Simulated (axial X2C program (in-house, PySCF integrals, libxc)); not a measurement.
# Relativistic diatomic calculation, with input and output: VCa

- system: VCa. The reference is closed-shell VCa⁺; the roots are the vertical energy changes on adding an electron to it, which gives states of VCa. The distance is the PBE0 minimum at charge 0.
- method: EOM-EA-CCSD, two-component X2C with atomic mean-field Coulomb and Gaunt terms, V dyall-acv3z, Ca dyall-acv3z (cores contracted) (axial X2C program (in-house, PySCF integrals, libxc))

**Input file**
```
{"zs": [23, 20], "q": 0, "bas": ["dyall-acv3z", "dyall-acv3z"], "r0": 3.05, "eom": "ea", "thr": -2.0, "nmax": 92, "grid": [1, 0.96, 1.045, 0.92, 1.09, 1.15]}
```

The line is the task of a batch: nuclear charges, charge, bases, a first guess of the distance and further settings. This report covers the levels named above. The log is that of the reference distance 3.095 Å.

Hardware: 1 thread of Arm Neoverse N1, 98 GiB of memory available, shared host.

The run was one of a batch that the task file lists, launched with:
```bash
python <driver script> task.json out
```

**Output**
```
two-component X2C + atomic mean field  HF
basis functions 246  fitting functions 1068  grid points 5805
iter        total energy     max residual
   1      -1627.131649550     2.02e-01
   2      -1627.162858428     1.13e-02
   3      -1627.168980057     3.55e-02
   4      -1627.171026824     1.27e-02
   5      -1627.171939714     4.51e-03
   6      -1627.172673755     1.01e-02
   7      -1627.173222626     7.58e-03
   8      -1627.173738771     1.66e-03
   9      -1627.173993507     1.99e-03
  10      -1627.174087192     1.93e-03
  11      -1627.174114610     6.48e-04
  12      -1627.174125147     2.52e-04
  13      -1627.174130385     4.66e-04
  14      -1627.174133006     2.80e-04
  15      -1627.174134223     8.42e-05
  16      -1627.174134883     1.18e-04
  17      -1627.174135329     1.31e-04
  18      -1627.174135618     6.05e-05
  19      -1627.174135756     2.01e-05
  20      -1627.174135802     2.66e-05
  21      -1627.174135814     1.39e-05
  22      -1627.174135816     2.24e-06
  23      -1627.174135816     1.41e-06
converged
one-electron -2383.97688486  Coulomb 758.50047653  exact exchange -79.98590643  xc functional 0.00000000  nuclear repulsion 78.64992472  atomic mean-field constant -0.36174578
correlated 14  virtual 384  natural virtual 92  E(MP2) -0.371156389  MP2 remainder -0.097857115
iter   CCSD correlation   residual
   1     -0.292683621   1.42e-01
   2     -0.299801716   7.31e-02
   3     -0.302306638   3.90e-02
   4     -0.302586354   2.18e-02
   5     -0.302861329   1.49e-02
   6     -0.303137237   1.08e-02
   7     -0.303290403   7.45e-03
   8     -0.303371648   5.09e-03
   9     -0.303403594   3.95e-03
  10     -0.303415090   3.19e-03
  11     -0.303433019   2.51e-03
  12     -0.303437951   1.83e-03
  13     -0.303452428   1.21e-03
  14     -0.303458566   7.29e-04
  15     -0.303458662   4.54e-04
  16     -0.303457618   3.28e-04
  17     -0.303454932   2.27e-04
  18     -0.303452673   1.55e-04
  19     -0.303451067   1.14e-04
  20     -0.303450187   8.26e-05
  21     -0.303449890   6.37e-05
  22     -0.303449629   5.38e-05
  23     -0.303449258   4.75e-05
  24     -0.303448801   4.01e-05
  25     -0.303448320   3.16e-05
  26     -0.303447928   2.37e-05
  27     -0.303447732   1.66e-05
  28     -0.303447689   1.19e-05
  29     -0.303447721   8.85e-06
  30     -0.303447756   6.16e-06
  31     -0.303447788   4.32e-06
  32     -0.303447808   3.04e-06
(T) -0.008677312475542369  T1 0.0603  D1 0.1375  max T2 0.099
EOM-EA-CCSD roots
2*Omega      energy/Eh   energy/eV  one-particle weight
    1      -0.17411571     -4.7379      0.928
    1      -0.13415689     -3.6506      0.921
    1      -0.11339268     -3.0856      0.869
    1      -0.09976816     -2.7148      0.841
    1      -0.08843777     -2.4065      0.902
    3      -0.13210097     -3.5947      0.925
    3      -0.09744983     -2.6517      0.871
    3      -0.07770432     -2.1144      0.015
    3      -0.07372301     -2.0061      0.888
    5      -0.07613894     -2.0718      0.889
    5      -0.07021239     -1.9106      0.005
    7      -0.03622501     -0.9857      0.000
```

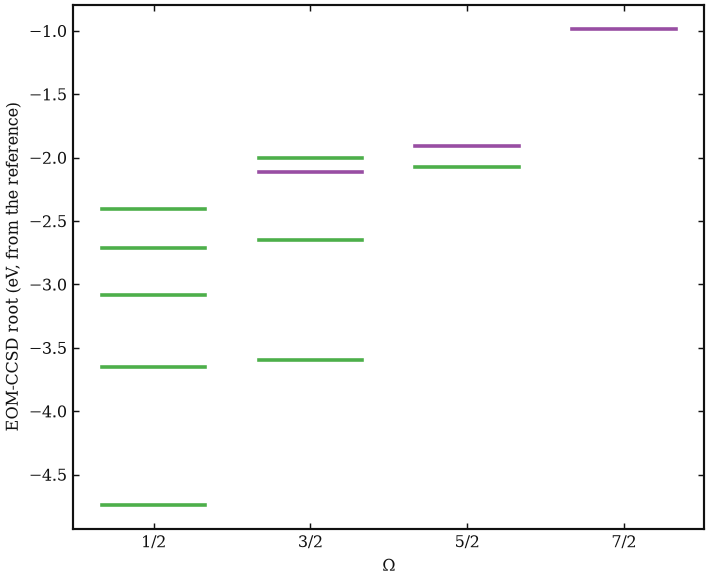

Figure 1. EOM-CCSD roots by Ω at 3.10 Å; roots whose one-particle weight is under 0.8 have the second colour. The lowest has Ω = 1/2 and lies at −4.738 eV, with one-particle weight 0.93. 3 of the 12 roots are less well described at this level.

**Results in brief**

| quantity | value |
| --- | --- |
| outcome | converged |
| HF energy of the reference VCa⁺ | −1627.17414 hartree |
| MP2 energy of the reference VCa⁺ | −1627.54529 hartree |
| CCSD energy of the reference VCa⁺ (with the MP2 share of the virtual spinors left out of the coupled-cluster step) | −1627.57544 hartree |
| CCSD(T) energy of the reference VCa⁺ | −1627.58412 hartree |
| T1 diagnostic (spinor form; for a closed shell √2 times the usual value) | 0.060 |
| wall time | 59 s |
| peak memory | 0.9 GiB |
